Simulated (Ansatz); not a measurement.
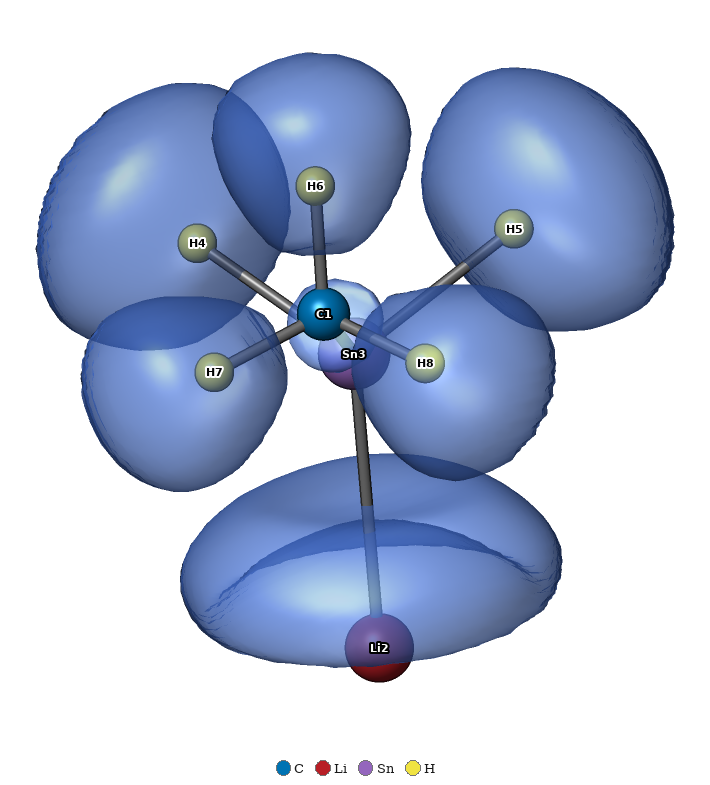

Figure 1: CH$_{5}$LiSn. Isosurface of the electron localisation function at 0.85 (blue), seen at an oblique angle. Only the valence region is drawn (cores and ρ < 0.01 e/Å³ removed).

Geometry: PBE0-D3(BJ)/def2-SVP; core potentials replace the inner electrons of Sn.

Theory: isolated molecule in a Gaussian basis; Kohn-Sham density functional theory, functional PBE0 in Ansatz.

```yaml
atoms:
  - { symbol: C, position_ang: [0.2356, 0.2903, 1.5721] }
  - { symbol: Li, position_ang: [-2.1094, 2.6485, -0.9252] }
  - { symbol: Sn, position_ang: [0.1216, 1.3789, -0.3269] }
  - { symbol: H, position_ang: [1.5594, 2.3669, -0.2599] }
  - { symbol: H, position_ang: [0.6281, 0.1604, -1.4699] }
  - { symbol: H, position_ang: [1.2203, -0.1872, 1.6772] }
  - { symbol: H, position_ang: [0.0849, 0.9807, 2.4150] }
  - { symbol: H, position_ang: [-0.5414, -0.4872, 1.6117] }
```

What do the ELF domains correspond to?

Answer. At this value the surface marks out five regions around hydrogen nuclei, one lobe of the valence shell of C pointing towards Sn (polar bonds) and one lobe of the valence shell of Li pointing towards Sn (polar bonds). Along the contacts the grid gives the following. C–Sn (2.19 Å): the ELF peaks at about 0.90 in the valence shell of C, 0.7 Å from its nucleus, and drops to about 0.20 between the two atoms. Li–Sn (2.64 Å): the ELF peaks at about 0.90 in the valence shell of Sn, 1.5 Å from its nucleus, and drops to about 0.25 between the two atoms.
